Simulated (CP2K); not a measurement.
# MNDO run of SnNH4F (SMILES [NH2][SnH2][F])

Aim: the energy difference between two shapes of SnNH4F at MNDO, from 2 runs. 

Program for the calculation: CP2K 2026.2.

1 further run of the same task is left out (set aside as unsound or not needed).

### Step 1. Starting point

SnNH4F: 7 atoms, total charge 0, spin state singlet. As SMILES, `[NH2][SnH2][F]`. The coordinates come from a PBE0-D4/def2-TZVP relaxation. This is one conformer, not always the lowest.

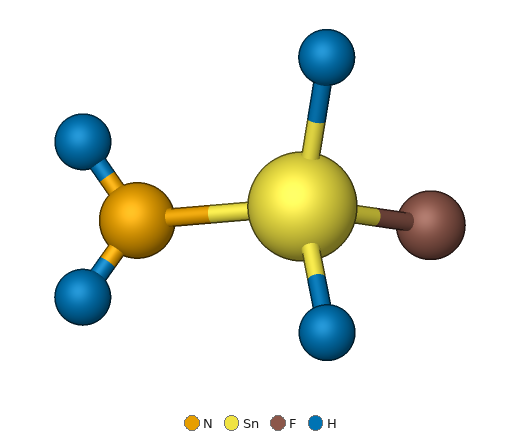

The structure, seen from a chosen angle (nitrogen amber, tin yellow, fluorine brown, hydrogen blue).

### Step 2. Energy and gradient at MNDO

Input file job.inp:

```
&global
  project job
  run_type ENERGY_FORCE
  print_level MEDIUM
&end global

&force_eval
  method QS
  &dft
    &qs
      method MNDO
      eps_default 1.0E-10
      &se
        &coulomb
          cutoff [angstrom] 50
          rc_range [angstrom] 0
        &end coulomb
        &exchange
          cutoff [angstrom] 50
          rc_range [angstrom] 0
        &end exchange
      &end se
    &end qs
    &poisson
      periodic NONE
      poisson_solver ANALYTIC
    &end poisson
    &scf
      scf_guess ATOMIC
      eps_scf 1.0E-07
      max_scf 150
      added_mos 4
      &diagonalization
        algorithm STANDARD
      &end diagonalization
      &mixing
        method DIRECT_P_MIXING
        alpha 0.4
      &end mixing
    &end scf
    &print
      &moments
        periodic F
        reference COM
        max_moment 1
      &end moments
      &mo ON
        energies T
        occupation_numbers T
        ndigits 6
        &each
          qs_scf 0
        &end each
        add_last NUMERIC
      &end mo
      &hirshfeld OFF
      &end hirshfeld
    &end print
  &end dft
  &subsys
    &cell
      abc 13.7 12.8 13.7
      periodic NONE
    &end cell
    &coord
      N     -0.824600     0.088300    -0.943000
      Sn     0.497700    -0.065100     0.542900
      F      0.233900    -1.827500     1.272400
      H     -1.584200     0.741400    -0.829600
      H     -0.469500     0.125500    -1.885700
      H      0.113100     0.971100     1.833800
      H      2.094900    -0.101800    -0.036600
    &end coord
    &topology
      &center_coordinates
      &end center_coordinates
    &end topology
  &end subsys
  &print
    &forces ON
    &end forces
  &end print
&end force_eval
```

Run with:

```console
$ OMP_NUM_THREADS=1 cp2k.psmp -i job.inp -o job.out
```

The program printed:

```text
CP2K| version string:                                       CP2K version 2026.2
[...]
 GLOBAL| Method name                                                        CP2K
[...]
 GLOBAL| Run type                                                   ENERGY_FORCE
[...]
                             - Atoms:                                          7
[...]
                             - Spherical basis functions:                     16
[...]
 Number of electrons:                                                         20
[...]
     1 P_Mix/Diag. 0.40E+00    0.0     0.79771802       -26.7986972650 -2.68E+01
[...]
    23 DIIS/Diag.  0.35E-07    0.0     0.00000003       -30.7741066928 -4.62E-14
  *** SCF run converged in    23 steps ***
  Core-core repulsion energy [eV]:                            862.94466005998800
  Core Hamiltonian energy [eV]:                             -1391.25330542347524
  Two-electron integral energy [eV]:                         -618.19476939252070
  Electronic energy [eV]:                                   -1700.35069011973565
  Total energy [eV]:                                         -837.40603005974765
  Atomic reference energy [eV]:                               837.08679285330993
  Heat of formation [kcal/mol]:                                -7.36178545205184
[...]
 SE_DIPOLE| Moment [Debye]         -1.04527087      -3.89232665       1.13166214
 SE_DIPOLE| Derivative [a.u.]       0.00000000       0.00000000       0.00000000
 ENERGY| Total FORCE_EVAL ( QS ) energy [hartree]            -30.774106692776076
 FORCES| Atomic forces [hartree/bohr]
 FORCES|   Atom     x               y               z               |f|
 FORCES|      1 -1.34085343E-02 -3.26048956E-03 -1.21966252E-02   1.84167655E-02
 FORCES|      2  2.23197623E-02  9.81783096E-03  1.79949467E-02   3.03047801E-02
 FORCES|      3 -7.68883262E-04  1.21321301E-02 -7.72937601E-03   1.44056592E-02
 FORCES|      4  1.42242428E-02 -5.81558053E-03 -7.36652579E-04   1.53848210E-02
 FORCES|      5 -2.20525660E-03  3.28029222E-03  1.47784360E-02   1.52978967E-02
 FORCES|      6  6.51485141E-03 -1.70730026E-02 -2.16981169E-02   2.83679217E-02
 FORCES|      7 -2.66761823E-02  9.18819412E-04  9.58738810E-03   2.83616104E-02
 FORCES| Sum     0.00000000E+00 -1.38777878E-17  6.93889390E-17
 FORCES| Total atomic force                                       7.07631108E-17
[...]
```

Wall time 0.42 s (1 thread of Arm Neoverse N1, shared host); peak memory 0.14 GiB.

### Step 3. The distorted shape, same level

Input file qs.inp:

```
&GLOBAL
  PROJECT_NAME qs
  RUN_TYPE ENERGY_FORCE
  PRINT_LEVEL MEDIUM
&END GLOBAL

&FORCE_EVAL
  METHOD Quickstep
  &DFT
    CHARGE 0
    MULTIPLICITY 1
    &QS
      METHOD MNDO
      EPS_DEFAULT 1.0E-10
      &SE
        &COULOMB
          CUTOFF [angstrom] 50
          RC_RANGE [angstrom] 0
        &END COULOMB
        &EXCHANGE
          CUTOFF [angstrom] 50
          RC_RANGE [angstrom] 0
        &END EXCHANGE
      &END SE
    &END QS
    ! no periodic images
    &POISSON
      PERIODIC NONE
      POISSON_SOLVER ANALYTIC
    &END POISSON
    ! SCF settings
    &SCF
      SCF_GUESS ATOMIC
      EPS_SCF 1.0E-07
      MAX_SCF 150
      ADDED_MOS 4
      &DIAGONALIZATION
        ALGORITHM STANDARD
      &END DIAGONALIZATION
      &MIXING
        METHOD DIRECT_P_MIXING
        ALPHA 0.4
      &END MIXING
    &END SCF
    &PRINT
      &MOMENTS
        PERIODIC F
        REFERENCE COM
        MAX_MOMENT 1
      &END MOMENTS
      &MO ON
        ENERGIES T
        OCCUPATION_NUMBERS T
        NDIGITS 6
        &EACH
          QS_SCF 0
        &END EACH
        ADD_LAST NUMERIC
      &END MO
      &HIRSHFELD OFF
      &END HIRSHFELD
    &END PRINT
  &END DFT
  ! atoms, cell and kinds
  &SUBSYS
    &CELL
      ABC [angstrom] 13.7 12.6 13.7
      PERIODIC NONE
    &END CELL
    &COORD
      N     -0.780503     0.147228    -0.993381
      Sn     0.411798    -0.075882     0.512304
      F      0.204268    -1.688111     1.278217
      H     -1.645122     0.769416    -0.920907
      H     -0.564863     0.080924    -1.917610
      H      0.143138     0.877531     1.817262
      H      2.070241    -0.114813    -0.044402
    &END COORD
    &TOPOLOGY
      &CENTER_COORDINATES
      &END CENTER_COORDINATES
    &END TOPOLOGY
  &END SUBSYS
  ! extra output
  &PRINT
    &FORCES ON
    &END FORCES
  &END PRINT
&END FORCE_EVAL
```

Run with:

```console
$ OMP_NUM_THREADS=1 cp2k.psmp qs.inp > qs.out
```

The program printed:

```text
CP2K| version string:                                       CP2K version 2026.2
[...]
 GLOBAL| Method name                                                        CP2K
[...]
 GLOBAL| Run type                                                   ENERGY_FORCE
[...]
                             - Atoms:                                          7
[...]
                             - Spherical basis functions:                     16
[...]
 Number of electrons:                                                         20
[...]
     1 P_Mix/Diag. 0.40E+00    0.0     0.81620402       -26.7028629344 -2.67E+01
[...]
    21 DIIS/Diag.  0.41E-07    0.0     0.00000009       -30.7535669412 -4.26E-14
  *** SCF run converged in    21 steps ***
  Core-core repulsion energy [eV]:                            883.10105879352193
  Core Hamiltonian energy [eV]:                             -1395.72409217033442
  Two-electron integral energy [eV]:                         -648.44816323643886
  Electronic energy [eV]:                                   -1719.94817378855396
  Total energy [eV]:                                         -836.84711499503203
  Atomic reference energy [eV]:                               837.08679285330993
  Heat of formation [kcal/mol]:                                 5.52710315297716
[...]
 SE_DIPOLE| Moment [Debye]         -0.47167034      -3.02908080       1.15526851
 SE_DIPOLE| Derivative [a.u.]       0.00000000       0.00000000       0.00000000
 ENERGY| Total FORCE_EVAL ( QS ) energy [hartree]            -30.753566941190417
 FORCES| Atomic forces [hartree/bohr]
 FORCES|   Atom     x               y               z               |f|
 FORCES|      1 -8.40479815E-02  3.51244393E-02  1.99517486E-02   9.32516043E-02
 FORCES|      2  7.03914496E-02  7.56305789E-02 -1.26205327E-02   1.04087552E-01
 FORCES|      3 -1.53091512E-02 -7.14911603E-02  2.40868834E-02   7.69774906E-02
 FORCES|      4  4.80822833E-02 -3.28610362E-02  3.21120175E-03   5.83272276E-02
 FORCES|      5  1.95561887E-02 -5.73747396E-03 -3.12218313E-02   3.72849282E-02
 FORCES|      6 -2.37755866E-03 -1.93877921E-03 -1.35155858E-02   1.38593907E-02
 FORCES|      7 -3.62952303E-02  1.27343145E-03  1.01081160E-02   3.76980023E-02
 FORCES| Sum    -1.87350135E-16 -1.07552856E-16 -3.05311332E-16
 FORCES| Total atomic force                                       3.74008956E-16
[...]
```

Wall time 0.42 s (1 thread of Arm Neoverse N1, shared host); peak memory 0.14 GiB.

### Step 4. Summary of results

Level: MNDO.

| quantity | value |
| --- | --- |
| first shape: total energy | -30.77411 Eh |
| first shape: dipole moment | 4.19 D |
| first shape: HOMO energy | -10.32 eV |
| first shape: LUMO energy | -1.65 eV |
| first shape: HOMO–LUMO gap | 8.67 eV |
| first shape: heat of formation at this unrelaxed shape | -7.4 kcal/mol |
| first shape: largest force on an atom | 1.558 eV/Å |
| distorted shape: total energy | -30.75357 Eh |
| distorted shape: dipole moment | 3.28 D |
| distorted shape: HOMO energy | -10.23 eV |
| distorted shape: LUMO energy | -1.52 eV |
| distorted shape: HOMO–LUMO gap | 8.71 eV |
| distorted shape: heat of formation at this unrelaxed shape | 5.5 kcal/mol |
| distorted shape: largest force on an atom | 5.352 eV/Å |
| energy change with the atoms displaced | 0.559 eV |

What this shows: With the atoms displaced the energy rises by 0.56 eV (12.9 kcal/mol). The first shape isn't relaxed at this level, so the change isn't measured from a minimum. The largest force (first shape) is 1.56 eV/Å: the shape isn't a stationary point for this species at this level.
